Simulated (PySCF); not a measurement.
GeO (charge −1, doublet)

```tsv
atom	x (Å)	y (Å)	z (Å)
Ge	0.0000	0.0000	-0.3024
O	0.0000	0.0000	1.3976
```

Level of theory: PBE0/aug-cc-pVDZ(-PP), non-relativistic Hamiltonian with scalar-relativistic core potentials where named, at a bond length of 1.700 Å (PySCF 2.14.0).

Q: Predict the electron density, electron localisation function and spin density between the atoms.

A: Ge–O (1.70 Å): ρ at the midpoint is about 1.1 e/Å³; the ELF peaks at about 0.85 in the valence shell of O, 0.6 Å from its nucleus, and is about 0.25 at the midpoint.
The unpaired spin (1 electron) lies mostly on Ge1 (about 0.8) and O2 (about 0.2), in electrons by Hirshfeld's partition.

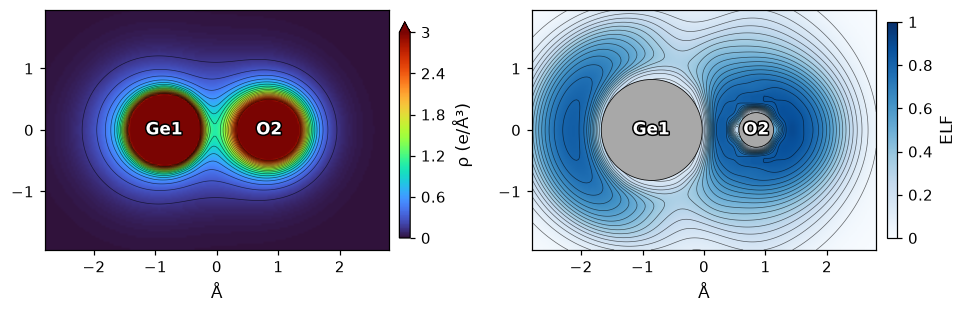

Computed electron density and electron localisation function on a plane that holds the molecular axis, in this order. Grey discs cover the atomic cores in the ELF map. 
